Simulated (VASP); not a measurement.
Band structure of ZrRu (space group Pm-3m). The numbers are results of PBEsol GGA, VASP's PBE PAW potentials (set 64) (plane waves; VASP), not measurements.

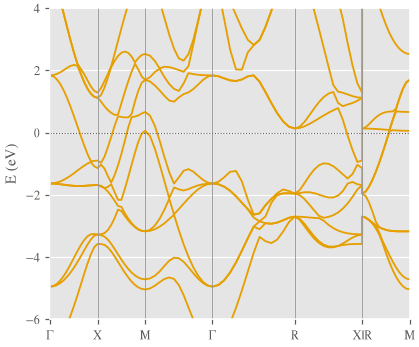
Bands along high-symmetry lines, zero at the valence-band maximum or, without a gap, the Fermi level

Q: Read the plot: is there a gap, and where are the band edges?

A: It has no gap at this level: it comes out as a metal or semimetal. (Edges off the drawn lines would not show.)

The structure comes from a computed database's ZrRu entry (Pm-3m); how it stands against other phases isn't given here. It was relaxed first.
